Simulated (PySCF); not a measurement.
## What a change does: NMR shielding calculation on Si3H6ClOF

System: Si3H6ClOF.
Method of the first run: GIAO PBE0/STO-3G NMR shielding, non-relativistic, gas phase (PySCF 2.14.0).

The geometry comes from this level: PBE0-D3(BJ)/def2-SVP. Text and figures count atoms from 1; the logs count them from 0 in places.

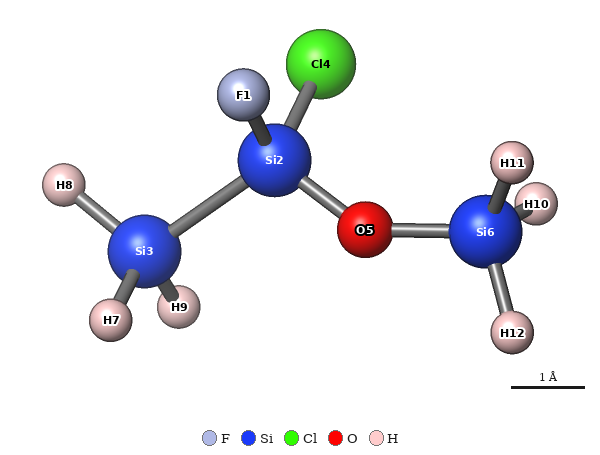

Fig. 1: The structure as given in the input (ball-and-stick view, seen at a tilt; atoms are numbered from 1 in the order of the input). Bond lengths as drawn: Cl–Si 2.06 Å, F–Si 1.62 Å, H–Si 1.49 Å, O–Si 1.63 to 1.67 Å and Si–Si 2.32 Å.

## The input, the first run
```
{"job": {"kind": "nmr", "xc": "PBE0", "basis": "STO-3G", "pop": true}, "charge": 0, "multiplicity": 1}
F     -0.407267     0.590654     2.167495
Si    -0.372878     0.575602     0.549547
Si    -2.462085     0.072886    -0.335729
Cl     0.215369     2.466497    -0.027159
O      0.754050    -0.503846     0.067414
Si     2.397099    -0.729400    -0.155397
H     -2.887919    -1.291137     0.095386
H     -3.452521     1.086960     0.129510
H     -2.348052     0.119757    -1.823348
H      2.913374     0.284210    -1.118588
H      3.105850    -0.595398     1.149197
H      2.584962    -2.099366    -0.703796
```

The first line tells a small driver script what to run in PySCF; the rest is the geometry in Å.

Launched with:
```bash
OMP_NUM_THREADS=1 python <driver script> task.json out
```

Hardware: 1 CPU thread, shared host.

## Output (the first run)
```
coarse grid: 12392 points
cycle   1  E = -1489.1296090211  dE = -2.616e-01  |g| = 7.186e-01  |ddm| = 3.909e+00
cycle   2  E = -1488.9600046295  dE =  1.696e-01  |g| = 1.147e+00  |ddm| = 2.787e+00
cycle   3  E = -1489.3367580199  dE = -3.768e-01  |g| = 1.122e-01  |ddm| = 1.737e+00
cycle   4  E = -1489.3408444127  dE = -4.086e-03  |g| = 5.359e-02  |ddm| = 2.843e-01
cycle   5  E = -1489.3418053025  dE = -9.609e-04  |g| = 1.039e-02  |ddm| = 9.532e-02
cycle   6  E = -1489.3418550296  dE = -4.973e-05  |g| = 8.790e-04  |ddm| = 2.378e-02
cycle   7  E = -1489.3418554500  dE = -4.204e-07  |g| = 2.119e-04  |ddm| = 2.506e-03
final grid: 102568 points
cycle   8  E = -1489.2623167112  dE = -5.981e-07  |g| = 3.174e-03  |ddm| = 9.628e-03
cycle   9  E = -1489.2623140796  dE =  2.632e-06  |g| = 4.271e-03  |ddm| = 1.138e-02
cycle  10  E = -1489.2623200750  dE = -5.995e-06  |g| = 1.613e-04  |ddm| = 6.546e-03
cycle  11  E = -1489.2623200859  dE = -1.092e-08  |g| = 1.482e-05  |ddm| = 3.180e-04
cycle  12  E = -1489.2623200860  dE = -7.276e-11  |g| = 8.254e-06  |ddm| = 4.339e-05
converged SCF energy = -1489.2623200860

GIAO shielding tensors (ppm)
atom      isotropic    diamagn.    paramagn.     s11        s22        s33       span
  0 F      443.551     456.988     -13.438    318.862    463.129    548.662    229.800
  1 Si     511.701     868.870    -357.169    467.740    505.342    562.023     94.283
  2 Si     617.286     870.089    -252.803    614.381    617.197    620.279      5.898
  3 Cl    1138.962    1131.928       7.034   1075.730   1159.794   1181.361    105.631
  4 O      458.211     386.390      71.822    266.299    526.566    581.768    315.468
  5 Si     559.842     867.848    -308.007    510.244    520.341    648.941    138.697
  6 H       30.769      30.865      -0.096     26.581     28.293     37.434     10.853
  7 H       30.718      29.693       1.024     26.462     28.521     37.170     10.708
  8 H       30.708      31.285      -0.577     26.461     28.768     36.894     10.433
  9 H       30.051      31.148      -1.098     25.489     28.721     35.941     10.451
 10 H       30.174      30.684      -0.510     26.001     27.903     36.618     10.617
 11 H       29.889      30.804      -0.915     25.625     27.330     36.712     11.087
```

The input of the second run differs as follows (lines with − go, lines with + come):
```diff
-"basis": "STO-3G"
+"basis": "6-31G"
```

How does the second run compare with the first run?

The total energy of the second run is 10861.5 kcal/mol lower, which measures the change of basis and not a stability. The HOMO goes from −4.86 to −8.86 eV. The LUMO goes from 4.29 to −0.22 eV. The dipole moment goes from 2.66 to 2.27 D. Of all shieldings, the largest change is that of Cl4, by −289.9 ppm. The SCF takes 13 iterations against 12. The basis functions go from 52 to 82.

## Output (the second run)
```
coarse grid: 12392 points
cycle   1  E = -1506.4674307105  dE =  5.676e-01  |g| = 8.884e-01  |ddm| = 3.188e+00
cycle   2  E = -1506.2362596413  dE =  2.312e-01  |g| = 1.439e+00  |ddm| = 2.354e+00
cycle   3  E = -1506.6274226342  dE = -3.912e-01  |g| = 1.344e-01  |ddm| = 1.515e+00
cycle   4  E = -1506.6323750840  dE = -4.952e-03  |g| = 4.767e-02  |ddm| = 2.466e-01
cycle   5  E = -1506.6327885304  dE = -4.134e-04  |g| = 1.873e-02  |ddm| = 5.605e-02
cycle   6  E = -1506.6328606524  dE = -7.212e-05  |g| = 2.552e-03  |ddm| = 2.308e-02
cycle   7  E = -1506.6328626020  dE = -1.950e-06  |g| = 3.355e-04  |ddm| = 4.433e-03
final grid: 102568 points
cycle   8  E = -1506.5712040202  dE = -1.630e-06  |g| = 5.069e-03  |ddm| = 1.109e-02
cycle   9  E = -1506.5711950383  dE =  8.982e-06  |g| = 8.461e-03  |ddm| = 1.151e-02
cycle  10  E = -1506.5712090887  dE = -1.405e-05  |g| = 3.985e-04  |ddm| = 7.404e-03
cycle  11  E = -1506.5712091260  dE = -3.734e-08  |g| = 1.164e-04  |ddm| = 5.669e-04
cycle  12  E = -1506.5712091283  dE = -2.306e-09  |g| = 2.398e-05  |ddm| = 1.479e-04
cycle  13  E = -1506.5712091284  dE = -1.182e-10  |g| = 6.674e-06  |ddm| = 4.032e-05
converged SCF energy = -1506.5712091284

GIAO shielding tensors (ppm)
atom      isotropic    diamagn.    paramagn.     s11        s22        s33       span
  0 F      312.875     471.216    -158.342    250.291    331.301    357.032    106.741
  1 Si     395.249     875.804    -480.555    370.686    392.171    422.891     52.206
  2 Si     523.346     881.983    -358.636    519.052    522.886    528.101      9.049
  3 Cl     849.040    1149.070    -300.030    712.082    808.775   1026.264    314.182
  4 O      283.440     410.976    -127.535    221.883    291.887    336.551    114.668
  5 Si     448.447     878.433    -429.985    405.554    413.788    526.000    120.445
  6 H       29.222      29.520      -0.297     25.325     27.025     35.318      9.992
  7 H       29.307      28.923       0.385     25.471     27.270     35.181      9.710
  8 H       29.269      29.809      -0.539     25.657     27.611     34.540      8.883
  9 H       27.225      28.241      -1.016     22.475     26.479     32.721     10.246
 10 H       27.234      27.930      -0.695     22.662     25.742     33.300     10.638
 11 H       27.313      28.234      -0.920     22.808     25.611     33.520     10.712
```

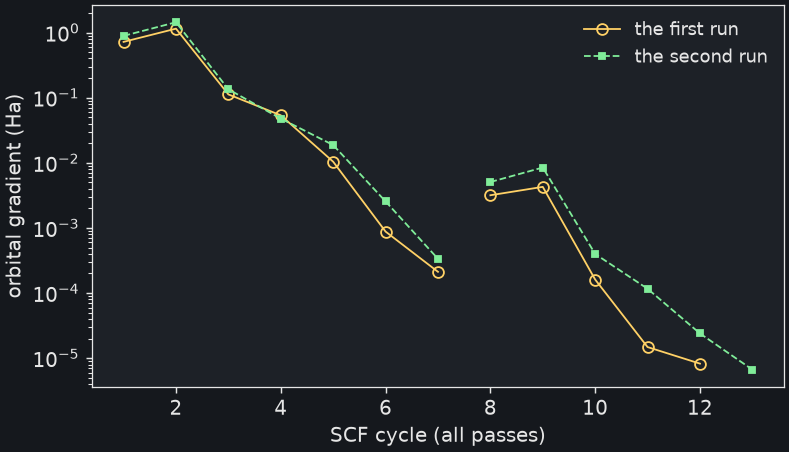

Fig. 2: Convergence of the two runs: orbital gradient against the SCF cycle. A break in a curve parts two SCF passes (coarse and final grid). The first run takes 12 cycles in all, and the second run takes 13.

## The two runs side by side

| quantity | the first run | the second run |
| --- | --- | --- |
| outcome | converged | converged |
| total energy (hartree) | −1489.262320 | −1506.571209 |
| HOMO (eV) | −4.86 | −8.86 |
| LUMO (eV) | 4.29 | −0.22 |
| dipole moment (D) | 2.66 | 2.27 |
| shielding of F1 (ppm) | 443.6 | 312.9 |
| shielding of Si2 (ppm) | 511.7 | 395.2 |
| shielding of Si3 (ppm) | 617.3 | 523.3 |
| shielding of Cl4 (ppm) | 1139.0 | 849.0 |
| shielding of O5 (ppm) | 458.2 | 283.4 |
| shielding of Si6 (ppm) | 559.8 | 448.4 |
| shielding of H11 (ppm) | 30.2 | 27.2 |
| SCF iterations | 12 | 13 |
| basis functions | 52 | 82 |
| wall time (shared host) | 6.9 s | 13 s |
